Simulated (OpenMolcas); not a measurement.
# Run report: InH₃O₂, excited-state calculation (part 2 of 3)

The same run, continued: InH₃O₂; CASPT2/def2-TZVP (OpenMolcas 26.06). The run did not end well. The geometry comes from this level: GFN2-xTB. The settings of this run were made unusual or wrong on purpose.

Geometry of the input (Å):
```
O  -0.9796  -1.0488  0.3729
In 0.0122  0.4010  -0.4577
O  1.5896  0.6975  0.6138
H  -1.7573  -1.4035  -0.0508
H  -0.4036  1.2654  -1.8319
H  1.5388  0.0883  1.3536
```

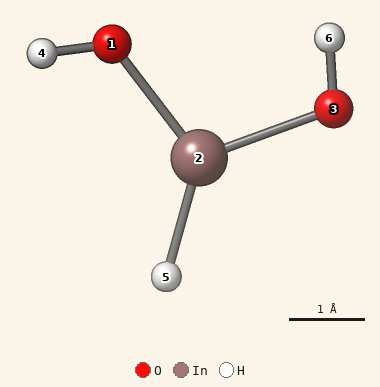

The input geometry (ball-and-stick view, seen on its broad side; atoms are numbered from 1 in the order of the input). Sticks mark near contacts.

The program's output, continued:
```
++    Molecular charges:
      ------------------

      Mulliken charges per centre
      ---------------------------

                O1      IN2     O3      H4      H5      H6
      Total    8.1162 20.6528  8.7786  0.7049  1.0640  0.6835

      N-E     -0.1162  0.3472 -0.7786  0.2951 -0.0640  0.3165

      Total electronic charge=   40.000000

      Total            charge=   -0.000000
--

      Expectation values of various properties for root number:  2
      -----------------------------------------------------------

++    Molecular properties:
      ---------------------

      Charge (e):
                      =   -0.0000
      Dipole Moment (debye):
      Origin of the operator (angstrom)=    0.0702    0.2695   -0.2491
                   X= -3.3731E+00               Y= -3.6456E+00               Z=  1.0316E+00           Total=  5.0727E+00
      Quadrupole Moment (debye*angstrom):
      Origin of the operator (angstrom)=    0.0702    0.2695   -0.2491
                  XX= -3.9036E+01              XY=  2.2670E+00              XZ= -1.6439E+00              YY= -3.5705E+01
                  YZ= -2.0873E+00              ZZ= -3.8476E+01
      In traceless form (debye*angstrom)
                  XX= -1.9454E+00              XY=  3.4006E+00              XZ= -2.4658E+00              YY=  3.0506E+00
                  YZ= -3.1310E+00              ZZ= -1.1053E+00
--

      Von Neumann Entropy (Root   3) =  1.05444

      Mulliken population analysis for root number:  3
      -----------------------------------------------

++    Molecular charges:
      ------------------

      Mulliken charges per centre
      ---------------------------

                O1      IN2     O3      H4      H5      H6
      Total    8.1336 20.6956  8.7826  0.6650  1.0413  0.6819

      N-E     -0.1336  0.3044 -0.7826  0.3350 -0.0413  0.3181

      Total electronic charge=   40.000000

      Total            charge=   -0.000000
--

      Expectation values of various properties for root number:  3
      -----------------------------------------------------------

++    Molecular properties:
      ---------------------

      Charge (e):
                      =   -0.0000
      Dipole Moment (debye):
      Origin of the operator (angstrom)=    0.0702    0.2695   -0.2491
                   X= -5.6266E+00               Y= -2.3232E+00               Z=  3.0771E+00           Total=  6.8209E+00
      Quadrupole Moment (debye*angstrom):
      Origin of the operator (angstrom)=    0.0702    0.2695   -0.2491
                  XX= -3.6783E+01              XY=  3.1859E+00              XZ= -1.7454E+00              YY= -3.7094E+01
                  YZ= -4.0148E+00              ZZ= -3.9176E+01
      In traceless form (debye*angstrom)
                  XX=  1.3522E+00              XY=  4.7789E+00              XZ= -2.6182E+00              YY=  8.8558E-01
                  YZ= -6.0222E+00              ZZ= -2.2378E+00
--

      Von Neumann Entropy (Root   4) =  1.05299

      Mulliken population analysis for root number:  4
      -----------------------------------------------

++    Molecular charges:
      ------------------

      Mulliken charges per centre
      ---------------------------

                O1      IN2     O3      H4      H5      H6
      Total    8.1325 20.6935  8.7800  0.6692  1.0435  0.6813

      N-E     -0.1325  0.3065 -0.7800  0.3308 -0.0435  0.3187

      Total electronic charge=   40.000000

      Total            charge=   -0.000000
--

      Expectation values of various properties for root number:  4
      -----------------------------------------------------------

++    Molecular properties:
      ---------------------

      Charge (e):
                      =   -0.0000
      Dipole Moment (debye):
      Origin of the operator (angstrom)=    0.0702    0.2695   -0.2491
                   X= -2.5179E+00               Y= -6.3963E+00               Z= -4.4963E-01           Total=  6.8888E+00
      Quadrupole Moment (debye*angstrom):
      Origin of the operator (angstrom)=    0.0702    0.2695   -0.2491
                  XX= -4.0163E+01              XY=  4.3936E+00              XZ= -3.0207E-01              YY= -3.4494E+01
                  YZ= -2.2250E+00              ZZ= -3.8442E+01
      In traceless form (debye*angstrom)
                  XX= -3.6951E+00              XY=  6.5903E+00              XZ= -4.5310E-01              YY=  4.8084E+00
                  YZ= -3.3375E+00              ZZ= -1.1133E+00
--

      Von Neumann Entropy (Root   5) =  1.24875

      Mulliken population analysis for root number:  5
      -----------------------------------------------

++    Molecular charges:
      ------------------

      Mulliken charges per centre
      ---------------------------

                O1      IN2     O3      H4      H5      H6
      Total    8.3873 20.3861  8.7507  0.7059  1.0861  0.6839

      N-E     -0.3873  0.6139 -0.7507  0.2941 -0.0861  0.3161

      Total electronic charge=   40.000000

      Total            charge=   -0.000000
--

      Expectation values of various properties for root number:  5
      -----------------------------------------------------------

++    Molecular properties:
      ---------------------

      Charge (e):
                      =   -0.0000
      Dipole Moment (debye):
      Origin of the operator (angstrom)=    0.0702    0.2695   -0.2491
                   X= -2.5830E+00               Y= -2.0730E+00               Z=  8.6123E-02           Total=  3.3131E+00
      Quadrupole Moment (debye*angstrom):
      Origin of the operator (angstrom)=    0.0702    0.2695   -0.2491
                  XX= -3.8526E+01              XY=  3.6157E-01              XZ= -7.5462E-01              YY= -3.6863E+01
                  YZ= -1.9678E-01              ZZ= -3.7855E+01
      In traceless form (debye*angstrom)
                  XX= -1.1671E+00              XY=  5.4235E-01              XZ= -1.1319E+00              YY=  1.3278E+00
                  YZ= -2.9518E-01              ZZ= -1.6074E-01
--

      Von Neumann Entropy (Root   6) =  1.18055

      Mulliken population analysis for root number:  6
      -----------------------------------------------

++    Molecular charges:
      ------------------

      Mulliken charges per centre
      ---------------------------

                O1      IN2     O3      H4      H5      H6
      Total    8.6889 20.5330  8.6438  0.6309  0.8306  0.6729

      N-E     -0.6889  0.4670 -0.6438  0.3691  0.1694  0.3271

      Total electronic charge=   40.000000

      Total            charge=   -0.000000
--

      Expectation values of various properties for root number:  6
      -----------------------------------------------------------

++    Molecular properties:
      ---------------------

      Charge (e):
                      =   -0.0000
      Dipole Moment (debye):
      Origin of the operator (angstrom)=    0.0702    0.2695   -0.2491
                   X= -2.0975E+00               Y=  4.0244E-01               Z= -2.3465E+00           Total=  3.1730E+00
      Quadrupole Moment (debye*angstrom):
      Origin of the operator (angstrom)=    0.0702    0.2695   -0.2491
                  XX= -3.8646E+01              XY=  1.6977E+00              XZ=  4.5201E+00              YY= -3.9996E+01
                  YZ= -4.2624E+00              ZZ= -3.6096E+01
      In traceless form (debye*angstrom)
                  XX= -5.9989E-01              XY=  2.5465E+00              XZ=  6.7802E+00              YY= -2.6250E+00
                  YZ= -6.3936E+00              ZZ=  3.2249E+00
--

      Average orbitals are written to the RASORB file
      Natural orbitals for root   1 are written to the RASORB.1 file
      Natural orbitals for root   2 are written to the RASORB.2 file
      Natural orbitals for root   3 are written to the RASORB.3 file
      Natural orbitals for root   4 are written to the RASORB.4 file
      Natural orbitals for root   5 are written to the RASORB.5 file
      Natural orbitals for root   6 are written to the RASORB.6 file
      Spin density orbitals for root   1 are written to the SPDORB.1 file
      Spin density orbitals for root   2 are written to the SPDORB.2 file
      Spin density orbitals for root   3 are written to the SPDORB.3 file
      Spin density orbitals for root   4 are written to the SPDORB.4 file
      Spin density orbitals for root   5 are written to the SPDORB.5 file
      Spin density orbitals for root   6 are written to the SPDORB.6 file

--- Stop Module: rasscf /rc=_RC_ALL_IS_WELL_ ---
           step6.RasOrb.1 step6.RasOrb.2 step6.RasOrb.3 step6.RasOrb.4 step6.RasOrb.5 step6.RasOrb.6 step6.rasscf.h5 step6.SpdOrb.1 step6.SpdOrb.2 step6.SpdOrb.3 step6.SpdOrb.4
           step6.SpdOrb.5 step6.SpdOrb.6 xmldump
--- Module rasscf spent 6 seconds ---

--- Start Module: caspt2 ---

                                              &CASPT2

                       available to each process: 1.9 GB of memory, 1 thread

++    Wave function specifications:
      -----------------------------

      Number of closed shell electrons          30
      Number of electrons in active shells       6
      Max number of holes in RAS1 space          0
      Max number of electrons in RAS3 space      0
      Number of inactive orbitals               15
      Number of active orbitals                  5
      Number of secondary orbitals             108
      Spin quantum number                      0.0
      State symmetry                             1
      Number of CSFs                            50
      Number of CASSCF root(s) available         6
      CASPT2 state passed to geometry opt.       6
      A file JOBMIX will be created
      This is a MULTI-STATE CASSCF reference
      Number of CI roots used                    6
      These are:                                 1   2   3   4   5   6
      Off-diagonal elements of Heff are computed
--

++    Orbital specifications:
      -----------------------

      Symmetry species                           1
                                                 a
      Frozen orbitals                            2
      Inactive orbitals                         15
      Active orbitals                            5
      Secondary orbitals                       108
      Deleted orbitals                           0
      Number of basis functions                130
--

++    CASPT2 specifications:
      ----------------------

      Type of calculation                        MS-CASPT2
      Fock operator                              state-specific
      IPEA shift                                 0.25
      Real shift                                -0.50
      Imaginary shift                            0.00
      The input orbitals will be transformed to quasi-canonical
--

--------------------------------------------------------------------------------
 Estimated memory requirements:
  POLY3 :                   252780
  RHS:                     1728176
  SIGMA :                  2015800
  PRPCTL:                        0
 Available workspace:    232472713

++ CASPT2 computation for group   1

********************************************************************************
 Multi-State initialization phase begins for group   1
--------------------------------------------------------------------------------
********************************************************************************
 Compute H0 matrices for state    1
--------------------------------------------------------------------------------
--------------------------------------------------------------------------------
 H0 matrices have been computed.

********************************************************************************
  CASPT2 EQUATION SOLUTION
--------------------------------------------------------------------------------

  Total nr of CASPT2 parameters:
   Before reduction:     2554605
   After  reduction:     2546310

 Variance of |WF0>:       4.8849419622

 The contributions to the second order correlation energy in atomic units.
-----------------------------------------------------------------------------------------------------------------------------
  IT.      VJTU        VJTI        ATVX        AIVX        VJAI        BVAT        BJAT        BJAI        TOTAL       RNORM
-----------------------------------------------------------------------------------------------------------------------------
   1    -0.005056   -0.001669   -0.056772   -0.049521   -0.033940   -0.092178   -0.183072   -0.568476   -0.990683    0.020381
   2    -0.005237   -0.001632   -0.058342   -0.046682   -0.033641   -0.089421   -0.180033   -0.567931   -0.982918    0.097332
   3    -0.003615   -0.001633   -0.043846   -0.049338   -0.033832   -0.093912   -0.183927   -0.567942   -0.978045    0.052665
   4    -0.004954   -0.001655   -0.050013   -0.048635   -0.033821   -0.092318   -0.183204   -0.568324   -0.982924    0.026766
   5    -0.005436   -0.001681   -0.052675   -0.049257   -0.033946   -0.092207   -0.183668   -0.568695   -0.987566    0.010289
   6    -0.005693   -0.001676   -0.053022   -0.049535   -0.033966   -0.092168   -0.183548   -0.568637   -0.988244    0.012373
   7    -0.005913   -0.001658   -0.052375   -0.049350   -0.033871   -0.092052   -0.182993   -0.568336   -0.986548    0.009048
   8    -0.006167   -0.001644   -0.051533   -0.048836   -0.033728   -0.092088   -0.182652   -0.568146   -0.984795    0.029652
   9    -0.003037   -0.001269   -0.048124   -0.049169   -0.033674   -0.090096   -0.178249   -0.565741   -0.969359    0.130940
  10    -0.005284   -0.001561   -0.049573   -0.048978   -0.033874   -0.092388   -0.183059   -0.568235   -0.982951    0.023058
  11    -0.005563   -0.001629   -0.049939   -0.049203   -0.034019   -0.092767   -0.183984   -0.568690   -0.985793    0.007976
  12    -0.005657   -0.001658   -0.050480   -0.049314   -0.034065   -0.092746   -0.184079   -0.568719   -0.986718    0.011602
  13    -0.005607   -0.001664   -0.050941   -0.049203   -0.033902   -0.092380   -0.183414   -0.568405   -0.985517    0.007234
  14    -0.005725   -0.001674   -0.050915   -0.049194   -0.033844   -0.092322   -0.183340   -0.568431   -0.985445    0.005376
  15    -0.005718   -0.001684   -0.050926   -0.049206   -0.033892   -0.092458   -0.183595   -0.568547   -0.986027    0.001831
  16    -0.005727   -0.001686   -0.050905   -0.049187   -0.033900   -0.092479   -0.183638   -0.568551   -0.986073    0.000696
  17    -0.005729   -0.001686   -0.050893   -0.049171   -0.033894   -0.092470   -0.183621   -0.568537   -0.986002    0.000341
  18    -0.005732   -0.001686   -0.050893   -0.049169   -0.033891   -0.092467   -0.183614   -0.568535   -0.985987    0.000193
  19    -0.005733   -0.001686   -0.050897   -0.049173   -0.033893   -0.092469   -0.183618   -0.568539   -0.986008    0.000100
  20    -0.005733   -0.001686   -0.050896   -0.049173   -0.033894   -0.092469   -0.183619   -0.568539   -0.986009    0.000047

  NOT CONVERGED AFTER MAX ITERATIONS.
-----------------------------------------------------------------------------------------------------------------------------

  FINAL CASPT2 RESULT:

      Reference energy:        -340.7468390112
      E2 (Non-variational):      -0.9860093894
      Shift correction:           0.7958310852
      E2 (Variational):          -0.1901783042
      Total energy:            -340.9370173155
      Residual norm:              0.0000465593
      Reference weight:           0.38585

      Contributions to the CASPT2 correlation energy
      Active & Virtual Only:         -0.1433651244
      One Inactive Excited:          -0.2385251226
      Two Inactive Excited:          -0.6041191425

++ Denominators, etc.
--------------------------------------------------------------------------------------------------------------
 Report on small energy denominators, large coefficients, and large energy contributions.
CASE  SYMM ACTIVE-MIX  NON-ACTIVE INDICES          DENOMINATOR     RHS VALUE       COEFFICIENT     CONTRIBUTION
VJTU     1  Mu1.0002  In1.007                       1.37348970      0.04001035     -0.03537585     -0.00141540
VJTU     1  Mu1.0002  In1.014                       0.73222093      0.00970522     -0.03289485     -0.00031925
VJTU     1  Mu1.0002  In1.016                       0.62503415      0.01108053     -0.12963704     -0.00143645
VJTU     1  Mu1.0001  In1.017                       0.56052351     -0.00106576      0.09844342     -0.00010492
ATVX     1  Mu1.0001  Se1.023                       0.51682597      0.00635926      0.57375628      0.00364867
ATVX     1  Mu1.0002  Se1.023                       0.52310086     -0.00139051     -0.88473416      0.00123024
ATVX     1  Mu1.0001  Se1.024                       0.54830323     -0.00408845      0.07631996     -0.00031203
ATVX     1  Mu1.0003  Se1.024                       0.61768242     -0.00648728      0.05178457     -0.00033594
ATVX     1  Mu1.0002  Se1.025                       0.59119831      0.00413376     -0.05926600     -0.00024499
ATVX     1  Mu1.0001  Se1.026                       0.63651930     -0.01678774      0.09887028     -0.00165981
ATVX     1  Mu1.0003  Se1.026                       0.70589849     -0.00892405      0.03276585     -0.00029240
ATVX     1  Mu1.0001  Se1.027                       0.66000616      0.00406383     -0.03022436     -0.00012283
ATVX     1  Mu1.0001  Se1.028                       0.67234899      0.02426313     -0.12607335     -0.00305893
ATVX     1  Mu1.0001  Se1.029                       0.71287770     -0.01000177      0.03243391     -0.00032440
ATVX     1  Mu1.0002  Se1.030                       0.74268418     -0.02628062      0.09647338     -0.00253538
ATVX     1  Mu1.0002  Se1.031                       0.76150884     -0.02843755      0.09547378     -0.00271504
ATVX     1  Mu1.0001  Se1.032                       0.76972249      0.00981997     -0.03311450     -0.00032518
ATVX     1  Mu1.0001  Se1.033                       0.79511344     -0.01108685      0.03802563     -0.00042158
ATVX     1  Mu1.0001  Se1.035                       0.87063335      0.01468914     -0.03126926     -0.00045932
ATVX     1  Mu1.0001  Se1.036                       0.97323456      0.02035942     -0.03832260     -0.00078023
ATVX     1  Mu1.0020  Se1.036                       1.67069377      0.03598068     -0.02972645     -0.00106958
ATVX     1  Mu1.0001  Se1.037                       1.05426850      0.02615243     -0.03533586     -0.00092412
ATVX     1  Mu1.0002  Se1.039                       1.15845792     -0.05631135      0.06622254     -0.00372908
ATVX     1  Mu1.0005  Se1.039                       1.62550725     -0.03373891      0.03014856     -0.00101718
ATVX     1  Mu1.0008  Se1.039                       1.68534582     -0.03004279      0.02526162     -0.00075893
ATVX     1  Mu1.0001  Se1.040                       1.16639918     -0.04325910      0.05242037     -0.00226766
ATVX     1  Mu1.0002  Se1.044                       1.17739214     -0.04770196      0.05401252     -0.00257650
ATVX     1  Mu1.0005  Se1.044                       1.64444147     -0.02956329      0.02602479     -0.00076938
AIVX     1  Mu1.0001  In1.016 Se1.023               0.59627879     -0.00644438      0.09905902     -0.00063837
AIVX     1  Mu1.0001  In1.017 Se1.023               0.57078715      0.00013301      0.13504726      0.00001796
AIVX     1  Mu1.0001  In1.017 Se1.025               0.63888461      0.00011096      0.03635944      0.00000403
AIVX     1  Mu1.0001  In1.014 Se1.026               0.82315889     -0.01985001      0.04259754     -0.00084556
AIVX     1  Mu1.0001  In1.014 Se1.027               0.84664576     -0.02257678      0.04898075     -0.00110583
AIVX     1  Mu1.0001  In1.015 Se1.027               0.87127622     -0.01570256      0.03115377     -0.00048919
AIVX     1  Mu1.0001  In1.016 Se1.027               0.73945898     -0.01141852      0.04175073     -0.00047673
AIVX     1  Mu1.0001  In1.014 Se1.033               0.98175303     -0.02079203      0.03071098     -0.00063854
BVATP    1  Mu1.0003  Se1.031 Se1.023               1.21911254      0.00036140     -0.02532132     -0.00000915
BVATP    1  Mu1.0003  Se1.039 Se1.023               1.61606161      0.00105266     -0.03141894     -0.00003307
BVATP    1  Mu1.0003  Se1.044 Se1.023               1.63499584      0.00097639     -0.02636910     -0.00002575
BVATM    1  Mu1.0001  Se1.028 Se1.023               1.12657465     -0.00035296      0.03075177     -0.00001085
BVATM    1  Mu1.0001  Se1.040 Se1.023               1.62062484      0.00079745     -0.03042902     -0.00002427
BJAIP    1  Se1.039 In1.017 Se1.044 In1.017         2.38637499     -0.05228696      0.02767795     -0.00144720
--
++ Multi-State CASPT2 section:
********************************************************************************
  MULTI-STATE CASPT2 SECTION
--------------------------------------------------------------------------------

 ###############################################################################
 ###    Location: AixWr                                                      ###
 ###    File: RUNFILE                                                        ###
 ###    Premature abort while writing buffer to disk: Disk full?             ###
 ###############################################################################

--- Stop Module: caspt2 /rc=-6 ---
--- Module caspt2 spent 11 seconds ---

.########################.
.# Non-zero return code #.
.########################.

    Timing: Wall=20.67 User=18.38 System=2.28
```
